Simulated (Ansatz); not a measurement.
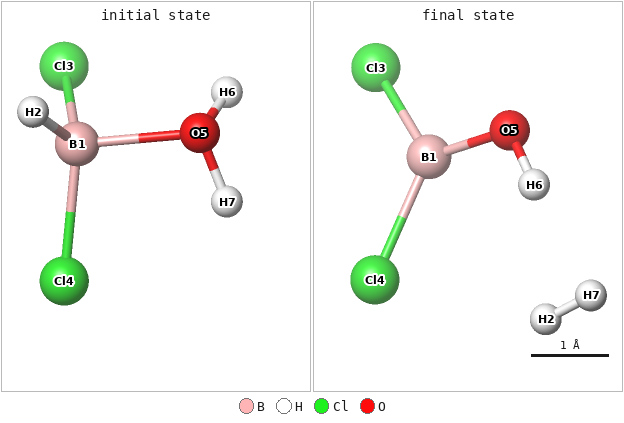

The two relaxed end points of a path for BH3OCl2. Style: ball-and-stick. Shown at a tilt.

The calculation used RKS PBE0/def2-SVP (Ansatz 0.2.0).

Run with 7 movable images; climbing image; force threshold 0.05 eV/Å; iteration limit 60.

Start:
```xyz
7

B     0.0239   -0.0069    0.2019
H     0.3516    0.7487    1.0766
Cl    1.2507   -0.2060   -1.1396
Cl   -1.7054    0.1776   -0.3636
O     0.0045   -1.5148    0.8736
H     0.6070   -2.0410    0.3174
H    -0.8980   -1.8451    0.7129
```

End:
```xyz
7

B     0.5069   -0.2578   -0.7993
H    -1.3742   -1.0180    2.0004
Cl    1.5398    0.0371   -2.1817
Cl   -0.9018    0.7794   -0.5253
O     0.7998   -1.2636    0.0306
H     0.1700   -1.3531    0.7582
H    -1.1063   -1.6114    2.3963
```

Predict the minimum-energy path and its barrier.

Answer. The highest point, image 3, lies 27.3 kcal/mol above the start and 41.9 kcal/mol above the end; the end is at −14.6 kcal/mol relative to the start. Breaking: B1–H2 (1.20 → 1.36 at the top → 3.46 Å), O5–H7 (0.97 → 1.27 at the top → 3.06 Å). Forming: H2–H7 (2.90 → 1.03 at the top → 0.76 Å). The band converged in 20 iterations. The largest component of the band force went from 46 to 0.026 eV/Å. The climbing image converged on the top of the path. Its vibrational analysis gives one imaginary mode (1375i cm⁻¹), as a transition state must have.

Energies of the converged images:

```csv
image,path (Å),E (kcal/mol)
0,0.00,0.0
1,1.01,1.3
2,2.02,2.3
3,3.03,27.3
4,4.08,-9.9
5,5.13,-13.8
6,6.18,-13.9
7,7.23,-14.2
8,8.29,-14.6
```

The geometry at the top of the path:

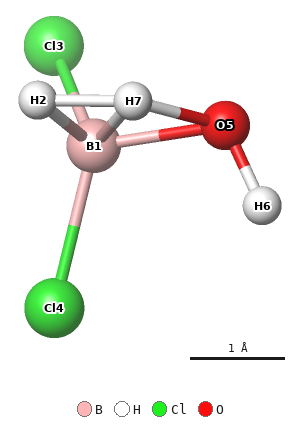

The run took 5.7 min on 1 thread of Arm Neoverse V2, on a shared host, peak memory 0.16 GiB.
